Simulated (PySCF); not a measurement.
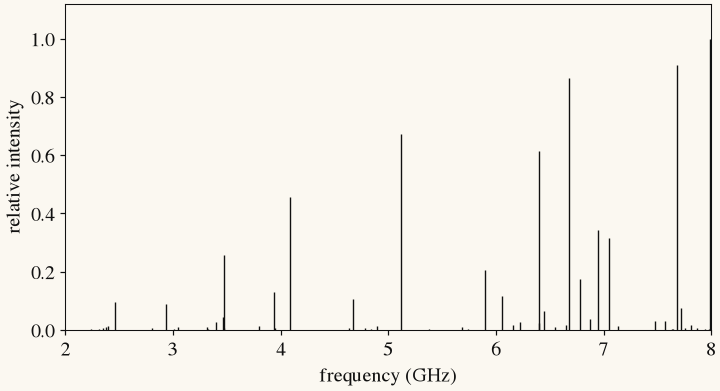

BSiPH₆S, SMILES [SiH3]SBP. Simulated rotational absorption lines between 2 and 8 GHz at 2 K: rigid rotor with the equilibrium constants and dipole of one optimised conformer (PBE0-D3(BJ)/def2-SVP, PySCF), commonest isotopes; no centrifugal distortion, hyperfine structure, internal rotation or nuclear-spin weights; lines within 1 MHz of each other are summed.

What are the rotational constants, and what kind of rotor is it?

Answer. Rotational constants A, B, C = 4.940, 2.006, 1.464 GHz; Ray's κ = −0.69, an asymmetric top on the prolate side.

Assign the strongest lines, as J(Ka,Kc).

Answer.
| GHz | upper | lower | type | relative intensity |
| --- | --- | --- | --- | --- |
| 7.99 | 5(2,3) | 5(1,4) | b | 1.00 |
| 7.68 | 3(0,3) | 2(1,2) | b | 0.91 |
| 6.68 | 4(1,3) | 4(0,4) | b | 0.86 |
| 5.12 | 3(1,2) | 3(0,3) | b | 0.67 |
| 6.40 | 1(1,1) | 0(0,0) | b | 0.61 |
| 4.09 | 2(1,1) | 2(0,2) | b | 0.46 |
| 6.95 | 1(1,0) | 0(0,0) | c | 0.34 |
| 7.05 | 4(2,3) | 4(1,3) | c | 0.32 |

Known limits of this run: coarse grid, loose stop and no frequency check, small forces are noise and the end may be a saddle.
